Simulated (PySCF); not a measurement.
NaPb (charge +1, triplet)

```yaml
atoms:
  - { symbol: Na, position_ang: [0.0000, 0.0000, -3.1057] }
  - { symbol: Pb, position_ang: [0.0000, 0.0000, 0.3433] }
```

Core potentials replace the inner electrons of Pb.

The calculation used PBE0/aug-cc-pVDZ(-PP), non-relativistic Hamiltonian with scalar-relativistic core potentials where named, at a bond length of 3.449 Å (PySCF 2.14.0).

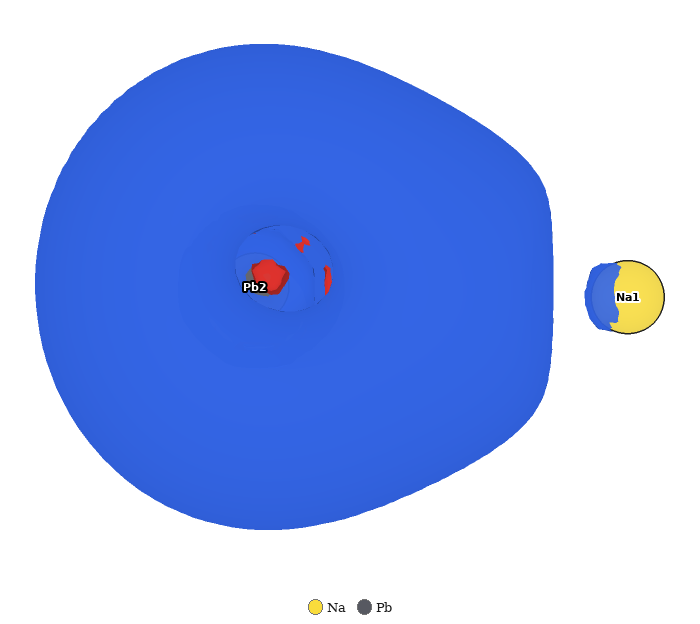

Figure 1. Isosurfaces of the spin density at +0.015 (blue) and −0.015 e/Å³ (red), seen from one side.

### Where is the unpaired spin?

The unpaired spin (2 electrons) lies mostly on Pb2 (about 1.7) and Na1 (about 0.3), in electrons by Hirshfeld's partition.

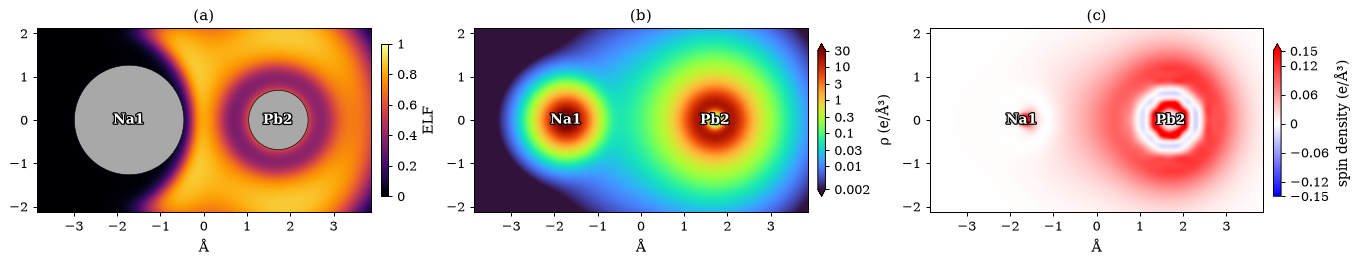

Figure 2. (a) electron localisation function; (b) electron density; (c) spin density on a plane that holds the molecular axis. Grey discs cover the atomic cores in the ELF map.

### Describe what can be read from this map.

- The section cuts through Na and Pb sites.
- Na–Pb (3.45 Å): ρ at the midpoint is about 0.1 e/Å³; the ELF peaks at about 0.80 in the valence shell of Pb, 1.7 Å from its nucleus, and is about 0.80 at the midpoint.
